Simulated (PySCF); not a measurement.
System: C8H3F.

```yaml
atoms:
  - { symbol: C, position_ang: [5.0231, 0.1093, 0.9744] }
  - { symbol: C, position_ang: [3.8228, 0.0853, 0.7618] }
  - { symbol: C, position_ang: [2.4814, 0.0622, 0.5249] }
  - { symbol: C, position_ang: [1.2727, 0.0423, 0.3091] }
  - { symbol: C, position_ang: [-0.0626, 0.0194, 0.0660] }
  - { symbol: C, position_ang: [-1.2676, 0.0019, -0.1554] }
  - { symbol: C, position_ang: [-2.6449, -0.0119, -0.4527] }
  - { symbol: C, position_ang: [-3.6265, -0.1367, 0.4543] }
  - { symbol: F, position_ang: [-3.3971, -0.2681, 1.7440] }
  - { symbol: H, position_ang: [6.0815, 0.1235, 1.1594] }
  - { symbol: H, position_ang: [-2.9520, 0.0874, -1.4988] }
  - { symbol: H, position_ang: [-4.6897, -0.1419, 0.1984] }
```

Geometry: PBE0-D3(BJ)/def2-SVP.

Method: wB97X-D/def2-SVPD, SCF density, gas phase (PySCF 2.14.0).

What can the converged electron density and electron localisation function tell about the bonding?

C–C (1.22 Å): the density is about 2.6 e/Å³ at the midpoint; the ELF peaks at about 0.85 between the atoms: a multiple bond.
C–F (1.32 Å): ρ at the midpoint is about 2.5 e/Å³; the ELF peaks at about 0.85 between the atoms (a polar covalent bond).
C–H (1.07 Å): ρ at the midpoint is about 2 e/Å³; the ELF climbs to about 1 towards the hydrogen, as it does in any bond to H (an ordinary covalent bond to hydrogen).
C–C (1.34 Å): the density is about 2.3 e/Å³ at the midpoint; the ELF peaks at about 0.95 between the atoms: a multiple bond.

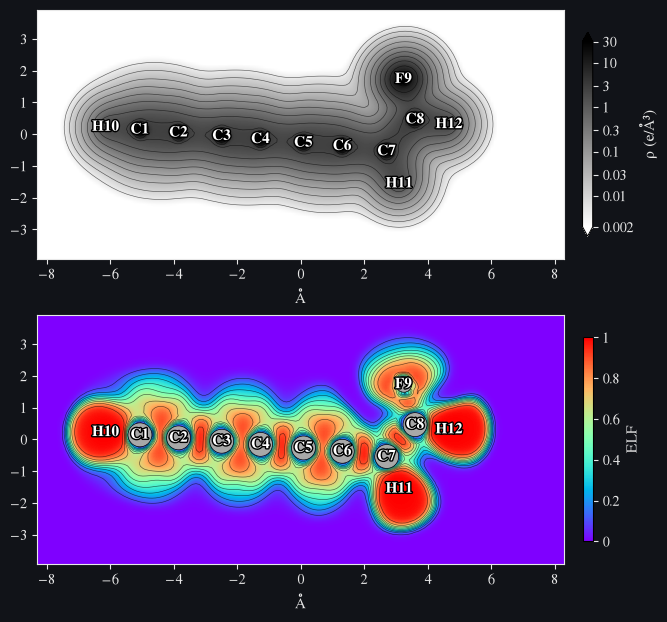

Computed electron density and electron localisation function on the molecular plane, in this order. Grey discs cover the atomic cores in the ELF map. 
